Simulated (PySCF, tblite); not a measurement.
# C6H12Cl2Si: geometry, infrared bands and NMR shifts

Wanted: the infrared bands and NMR shifts of C6H12Cl2Si (`CC[Si@H](CCl)C1(Cl)CC1`), by calculation.

Programs: tblite 0.8.0 and PySCF 2.14.0, with density-fitted response routines of our own. Each step states its level of theory. These are calculated values for one molecule in the gas phase, unless marked as measured. Atoms count from 0, in the outputs and in this text.

### Step 1. Starting geometry

21 atoms, charge 0, multiplicity 1; geometry from: force field or distance geometry start.

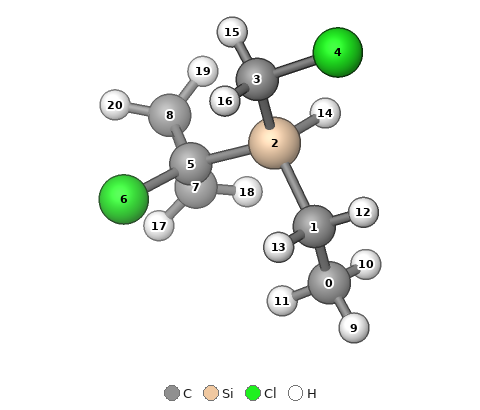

The starting geometry (carbon grey, silicon light orange, chlorine green, hydrogen white), atoms numbered.

### Step 2. Optimising the geometry with GFN2-xTB

The job: settings as JSON, then the geometry in Å.

```
{"job": {"kind": "relax", "xc": "GFN2-xTB", "basis": "xTB"}, "charge": 0, "multiplicity": 1}
C     -2.126600    -1.070300    -0.923600
C     -1.698300     0.386800    -0.784300
Si    -0.206400     0.665100     0.369800
C      0.236200     2.473800     0.432500
Cl    -1.094700     3.385600     1.186000
C      1.278500    -0.354500    -0.223600
Cl     1.886100     0.080000    -1.822000
C      1.369900    -1.794000     0.203600
C      2.293500    -0.788800     0.817800
H     -3.015100    -1.129800    -1.572700
H     -2.408900    -1.506100     0.043000
H     -1.348800    -1.687400    -1.362100
H     -2.543300     0.969700    -0.385700
H     -1.445200     0.781600    -1.767900
H     -0.587500     0.191700     1.728400
H      1.126300     2.631200     1.064300
H      0.420400     2.885500    -0.550300
H      1.790700    -2.521900    -0.493200
H      0.590600    -2.222000     0.836300
H      2.140100    -0.537700     1.868100
H      3.333600    -0.821500     0.542600
```

Launch:

```
OMP_NUM_THREADS=1 python probes_run.py task.json out
```

This one command runs all jobs of the session in turn.

Output:

```text
step      E/eV     max force
  0    -809.68066    1.398
  1    -809.73645    0.529
  2    -809.75422    0.288
  3    -809.76509    0.278
  4    -809.77289    0.218
  5    -809.77769    0.138
  6    -809.78015    0.111
  7    -809.78157    0.090
  8    -809.78278    0.086
  9    -809.78408    0.079
 10    -809.78534    0.080
 11    -809.78631    0.072
 12    -809.78701    0.065
 13    -809.78763    0.054
 14    -809.78826    0.050
 15    -809.78882    0.055
 16    -809.78927    0.048
 17    -809.78970    0.061
 18    -809.79024    0.070
 19    -809.79086    0.070
 20    -809.79140    0.056
 21    -809.79180    0.047
 22    -809.79219    0.048
 23    -809.79268    0.056
 24    -809.79315    0.051
 25    -809.79345    0.031
 26    -809.79361    0.031
 27    -809.79375    0.029
 28    -809.79394    0.038
 29    -809.79414    0.031
 30    -809.79430    0.034
 31    -809.79441    0.029
 32    -809.79450    0.026
 33    -809.79459    0.024
 34    -809.79466    0.016
 35    -809.79472    0.019
 36    -809.79478    0.020
 37    -809.79484    0.017
 38    -809.79490    0.017
 39    -809.79495    0.014
 40    -809.79500    0.021
 41    -809.79505    0.022
 42    -809.79511    0.018
 43    -809.79516    0.016
 44    -809.79521    0.016
 45    -809.79524    0.015
 46    -809.79528    0.011
 47    -809.79530    0.011
 48    -809.79533    0.009
```

It took 0.95 s on 1 thread of Arm Neoverse N1, shared host; peak memory 0.18 GiB.

The steps of the relaxation: (not every step is listed)

```tsv
step	energy from step 0 (eV)	largest force (eV/Å)
0	0.0000	1.3981
1	-0.0558	0.5285
2	-0.0736	0.2883
3	-0.0844	0.2775
4	-0.0922	0.2180
5	-0.0970	0.1379
6	-0.0995	0.1110
7	-0.1009	0.0896
8	-0.1021	0.0858
11	-0.1056	0.0721
14	-0.1076	0.0498
17	-0.1090	0.0607
20	-0.1107	0.0559
23	-0.1120	0.0562
26	-0.1129	0.0311
29	-0.1135	0.0305
32	-0.1138	0.0263
35	-0.1141	0.0190
38	-0.1142	0.0173
41	-0.1144	0.0220
43	-0.1145	0.0162
44	-0.1146	0.0156
45	-0.1146	0.0154
46	-0.1146	0.0110
47	-0.1146	0.0114
48	-0.1147	0.0095
```

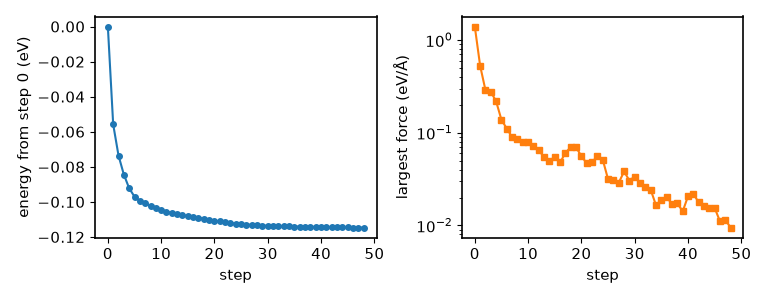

Energy and largest force along the relaxation.

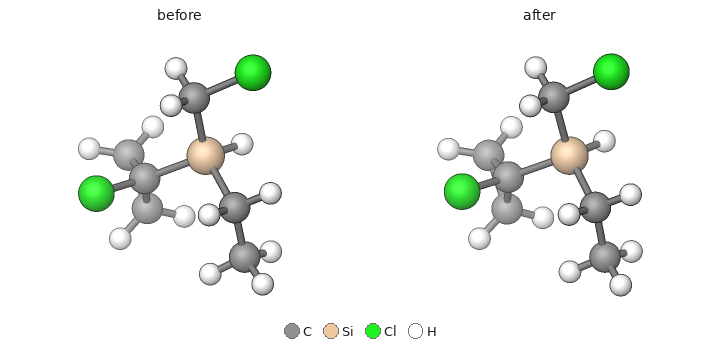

Before and after, at one scale.

Distances of close pairs at the start and the end, largest changes first:

```tsv
bond	before (Å)	after (Å)	change (Å)
Si2–C3	1.863	1.911	+0.048
C5–C8	1.518	1.499	-0.019
Si2–H14	1.488	1.470	-0.019
C3–H15	1.103	1.087	-0.016
C0–H9	1.102	1.088	-0.014
C7–H17	1.092	1.079	-0.013
C7–H18	1.091	1.079	-0.012
C8–H19	1.091	1.079	-0.011
```

The next job starts from the end point, and lists it.

### Step 3. Vibrational analysis with GFN2-xTB

The job: settings as JSON, then the geometry in Å.

```
{"job": {"kind": "ir", "xc": "GFN2-xTB", "basis": "xTB"}, "charge": 0, "multiplicity": 1}
C     -2.130624    -1.072576    -0.932141
C     -1.712753     0.387841    -0.781881
Si    -0.274853     0.637364     0.435279
C      0.259421     2.472451     0.432963
Cl    -1.065984     3.442805     1.125268
C      1.232527    -0.374427    -0.121789
Cl     1.772951     0.124239    -1.737053
C      1.390105    -1.827712     0.202698
C      2.308567    -0.822765     0.820086
H     -2.971676    -1.161395    -1.616692
H     -2.426980    -1.490566     0.026714
H     -1.307745    -1.665209    -1.323200
H     -2.570662     0.975614    -0.452600
H     -1.430593     0.775575    -1.763182
H     -0.602617     0.230850     1.808917
H      1.137107     2.660539     1.045719
H      0.442758     2.864237    -0.564361
H      1.790297    -2.480944    -0.557773
H      0.630153    -2.285386     0.817456
H      2.190308    -0.581341     1.865482
H      3.331371    -0.792250     0.476917
```

Output:

```text
mode    cm-1     km/mol
  1      28.0      0.57
  2      40.0      2.32
  3      50.6      0.90
  4      71.2      1.67
  5      99.8      0.35
  6     122.9      0.53
  7     160.9      0.86
  8     210.7      2.10
  9     232.1      1.49
 10     256.2      2.20
 11     281.6     10.82
 12     309.0     10.12
 13     357.4      3.21
 14     468.2      0.93
 15     608.8     55.92
 16     636.9     65.79
 17     668.9     58.90
 18     698.5     26.33
 19     725.1     15.26
 20     740.8    111.92
 21     757.3    136.58
 22     780.0    104.50
 23     798.5      3.07
 24     914.9      0.42
 25     967.3      3.16
 26     981.1     16.12
 27     997.1     18.24
 28    1022.3      8.90
 29    1066.1      0.25
 30    1071.1      4.31
 31    1075.4     14.26
 32    1087.2      3.39
 33    1118.8      7.77
 34    1142.4      0.07
 35    1187.3      1.37
 36    1232.4      4.33
 37    1286.5     10.23
 38    1333.6     13.73
 39    1416.9      0.67
 40    1426.6      4.50
 41    1427.6      8.63
 42    1463.2      5.06
 43    1470.9      3.45
 44    1507.6      1.51
 45    1509.2      3.00
 46    2226.0    259.74
 47    2966.3     26.60
 48    2986.1     29.31
 49    3001.2      6.23
 50    3003.5      4.74
 51    3026.7     34.62
 52    3037.5     38.34
 53    3045.4     25.68
 54    3085.2     10.81
 55    3086.6      9.20
 56    3092.6      2.17
 57    3107.0     33.93
```

It took 2.2 s on 1 thread of Arm Neoverse N1, shared host; peak memory 0.18 GiB.

Which atoms move in the most intense modes:

```tsv
cm⁻¹	km/mol	atoms
609	55.9	H14 73 %
637	65.8	H14 51 %, C3 12 %, C1 12 %
669	58.9	C3 30 %, H14 21 %, Si2 20 %, Cl4 11 %
741	111.9	H13 16 %, H12 14 %, C1 10 %
757	136.6	C3 25 %, Si2 20 %, H16 11 %
780	104.5	C3 33 %, Si2 31 %, H15 10 %
2226	259.7	H14 97 %
3038	38.3	H10 78 %
```

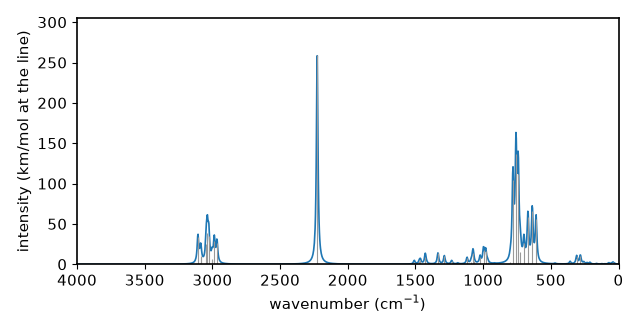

The infrared spectrum from these modes, unscaled. Lines are broadened to a width of 14 cm⁻¹ (Lorentzian).

### Step 4. Shielding tensors: PBE0/pcSseg-1

Same as in step 3 but for these lines:

```diff
@@ -1,2 +1,2 @@
-{"job": {"kind": "ir", "xc": "GFN2-xTB", "basis": "xTB"}, "charge": 0, "multiplicity": 1}
+{"job": {"kind": "nmr", "xc": "PBE0", "basis": "pcSseg-1"}, "charge": 0, "multiplicity": 1}
 C     -2.130624    -1.072576    -0.932141
```

With the program's defaults for keys left out, this is: GIAO PBE0/pcSseg-1 NMR shielding, non-relativistic, gas phase.

Output:

```text
coarse grid: 18832 points
cycle   1  E = -1444.8478025547  dE =  9.125e-01  |g| = 4.399e-01  |ddm| = 4.128e+00
cycle   2  E = -1444.8427367082  dE =  5.066e-03  |g| = 4.782e-01  |ddm| = 8.500e-01
cycle   3  E = -1444.8995717321  dE = -5.684e-02  |g| = 5.958e-02  |ddm| = 4.607e-01
cycle   4  E = -1444.9002935517  dE = -7.218e-04  |g| = 2.844e-02  |ddm| = 8.758e-02
cycle   5  E = -1444.9004787380  dE = -1.852e-04  |g| = 7.810e-03  |ddm| = 3.385e-02
cycle   6  E = -1444.9004932328  dE = -1.449e-05  |g| = 2.094e-03  |ddm| = 1.053e-02
cycle   7  E = -1444.9004941051  dE = -8.723e-07  |g| = 5.581e-04  |ddm| = 2.649e-03
final grid: 167136 points
cycle   8  E = -1444.9520861713  dE = -5.226e-05  |g| = 9.543e-03  |ddm| = 3.239e-02
cycle   9  E = -1444.9520774299  dE =  8.741e-06  |g| = 1.094e-02  |ddm| = 1.695e-02
cycle  10  E = -1444.9521073634  dE = -2.993e-05  |g| = 1.270e-03  |ddm| = 1.001e-02
cycle  11  E = -1444.9521076617  dE = -2.983e-07  |g| = 3.871e-04  |ddm| = 1.702e-03
cycle  12  E = -1444.9521076975  dE = -3.579e-08  |g| = 7.965e-05  |ddm| = 4.234e-04
cycle  13  E = -1444.9521076990  dE = -1.476e-09  |g| = 2.043e-05  |ddm| = 1.052e-04
cycle  14  E = -1444.9521076991  dE = -9.095e-11  |g| = 5.417e-06  |ddm| = 2.597e-05
converged SCF energy = -1444.9521076991

GIAO shielding tensors (ppm)
atom      isotropic    diamagn.    paramagn.     s11        s22        s33       span
  0 C      177.158     247.277     -70.119    171.552    172.656    187.264     15.713
  1 C      180.919     253.046     -72.127    174.030    178.711    190.017     15.987
  2 Si     352.232     880.081    -527.849    325.469    359.802    371.426     45.957
  3 C      156.281     252.284     -96.002    133.439    143.119    192.285     58.846
  4 Cl     953.574    1145.132    -191.558    854.915    900.477   1105.330    250.415
  5 C      155.031     251.721     -96.689    113.634    128.241    223.219    109.585
  6 Cl     807.578    1149.146    -341.568    620.093    707.842   1094.799    474.706
  7 C      171.134     251.715     -80.581    130.716    176.124    206.561     75.845
  8 C      172.569     255.591     -83.022    129.596    176.697    211.414     81.818
  9 H       30.268      27.861       2.406     24.700     27.410     38.692     13.992
 10 H       30.865      30.225       0.640     26.728     28.556     37.311     10.583
 11 H       30.408      31.544      -1.135     24.428     31.494     35.303     10.875
 12 H       30.467      30.128       0.340     23.833     30.482     37.087     13.255
 13 H       30.549      31.735      -1.186     27.018     29.219     35.410      8.392
 14 H       27.928      30.338      -2.410     24.475     26.771     32.539      8.064
 15 H       28.596      30.196      -1.600     21.406     29.627     34.755     13.349
 16 H       28.493      30.350      -1.857     22.326     29.043     34.111     11.785
 17 H       30.675      31.270      -0.595     25.406     27.651     38.969     13.563
 18 H       30.937      31.850      -0.913     24.890     28.187     39.734     14.845
 19 H       31.011      32.052      -1.040     24.540     28.134     40.361     15.821
 20 H       30.784      31.985      -1.201     24.965     27.995     39.392     14.427
```

Wall time 1.7 min (1 thread of Arm Neoverse N1, shared host); peak memory 1.1 GiB.

Shifts follow as δ = σ(reference) − σ, with reference shieldings (ppm) from runs at the same level and on the same kind of geometry: 1H TMS 31.72, 13C TMS 186.9, 29Si TMS 349.2, 35Cl HCl 950. The references are single molecules in the gas phase. Atoms listed in one row are averaged.

```tsv
atoms	environment	σ (ppm)	δ (ppm)	δ scaled to CDCl3
C5	three-membered-ring carbon bearing a halogen	155.0	31.9	29.2
C3	sp3 CH2 bonded to Cl and Si	156.3	30.6	28.0
C7	three-membered-ring carbon	171.1	15.8	13.5
C8	three-membered-ring carbon	172.6	14.4	12.1
C0	methyl carbon	177.2	9.8	7.6
C1	sp3 CH2 bonded to Si	180.9	6.0	3.9
H14	hydrogen on a silicon bonded to 3 C	27.93	3.79	–
H16	hydrogen on an sp3 CH2 bonded to Cl and Si	28.49	3.22	3.14
H15	hydrogen on an sp3 CH2 bonded to Cl and Si	28.60	3.12	3.05
H12	hydrogen on an sp3 CH2 bonded to Si	30.47	1.25	1.28
H9, H10, H11	hydrogen on a methyl carbon	30.51	1.20	1.24
H13	hydrogen on an sp3 CH2 bonded to Si	30.55	1.17	1.21
H17	hydrogen on a three-membered-ring carbon	30.68	1.04	1.09
H20	hydrogen on a three-membered-ring carbon	30.78	0.93	0.98
H18	hydrogen on a three-membered-ring carbon	30.94	0.78	0.84
H19	hydrogen on a three-membered-ring carbon	31.01	0.71	0.77
Si2	silicon bonded to 3 C, H	352.2	-3.1	–
Cl6	chlorine bonded to C	808	142	–
Cl4	chlorine bonded to C	954	-4	–
```

The scaled column applies a straight-line fit of computed shieldings to shifts measured in CDCl3, with any fitted terms for Cl, Br or S neighbours (root-mean-square error 0.16 ppm for H, 1.9 ppm for C).

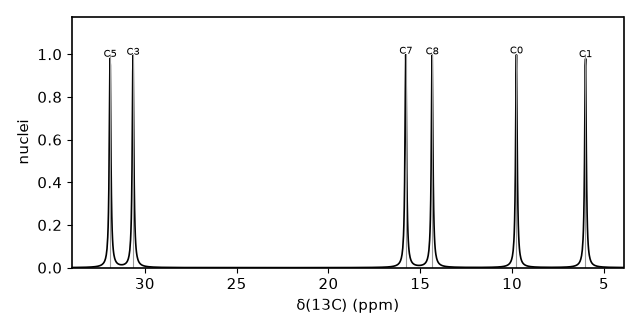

13C lines at the computed shifts, without couplings. Lines are broadened to a width of 0.10 ppm (Lorentzian).

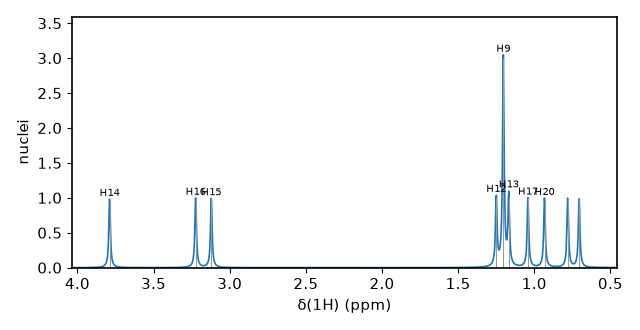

1H lines at the computed shifts, without couplings. Lines are broadened to a width of 0.01 ppm (Lorentzian).

The run also stored atomic charges by several schemes (e):

```tsv
atoms	Mulliken	IAO	Hirshfeld	ESP fit
C0	-0.29	-0.41	-0.12	-0.32
C1	-0.56	-0.53	-0.16	-0.06
Si2	0.97	0.92	0.35	0.47
C3	-0.50	-0.53	-0.13	-0.67
Cl4	-0.17	-0.11	-0.07	-0.10
C5	-0.61	-0.26	-0.06	-0.09
Cl6	-0.10	-0.10	-0.04	-0.11
C7	-0.14	-0.28	-0.09	-0.23
C8	-0.13	-0.28	-0.09	-0.38
```

Mulliken charges:

C0 -0.29; C1 -0.56; Si2 0.97; C3 -0.50; Cl4 -0.17; C5 -0.61; Cl6 -0.10; C7 -0.14; C8 -0.13; H9 0.12; H10 0.11; H11 0.13; H12 0.15; H13 0.15; H14 -0.05; H15 0.18; H16 0.18; H17 0.15; H18 0.14; H19 0.14; H20 0.15

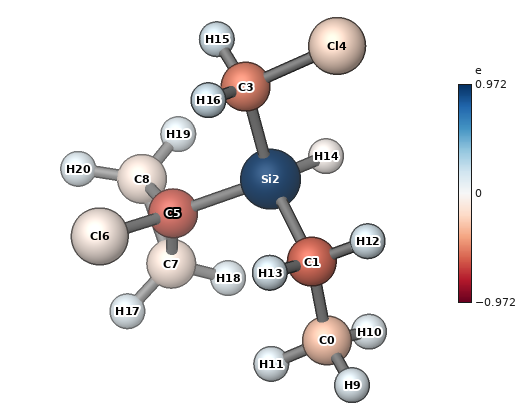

Mulliken charges, as colours on the atoms.

Mayer bond orders: C0–C1 1.06, C1–Si2 0.96, Si2–C3 0.85, C3–Cl4 0.96, Si2–C5 0.72, C5–Cl6 1.03, C5–C7 0.93, C7–C8 0.97, C8–C5 0.93.

Ring of atoms C5, C7, C8: NICS(0) -43.0, NICS(1) -8.6, NICS(1)zz -21.6 ppm (means of both faces; NICS(1) differs between them: -9.6 and -7.5).

In rings of three or four atoms NICS is ruled by the nearby σ bonds, so it says little on aromaticity.

### Step 5. What came out

| quantity | value |
| --- | --- |
| strongest single infrared mode (GFN2-xTB) | 2226 cm⁻¹, 260 km/mol |
| zero-point energy (GFN2-xTB) | 102.2 kcal/mol |
| 13C shifts against TMS (PBE0/pcSseg-1) | 31.9, 30.6, 15.8, 14.4, 9.8, 6.0 ppm |
| 1H shifts against TMS (PBE0/pcSseg-1, means over atoms taken as alike) | 3.79, 3.22, 3.12, 1.25, 1.20, 1.17, 1.04, 0.93, 0.78, 0.71 ppm |
| 29Si shifts against TMS (PBE0/pcSseg-1) | -3.1 ppm |
| 35Cl shifts against HCl (PBE0/pcSseg-1) | 142, -4 ppm |

The optimisation took 48 steps and gained 0.115 eV; among the close pairs (by a distance rule), Si2–C3 changed most, from 1.863 to 1.911 Å. All 57 modes are real, so the xTB geometry is a minimum. The strongest single mode, at 2226 cm⁻¹, moves mainly H14. Unscaled tight-binding wavenumbers are off by several per cent, some by more. Its intensities can rank the bands wrongly. At PBE0/pcSseg-1: The largest span, 475 ppm, is at Cl6, where the paramagnetic term is -342 ppm.
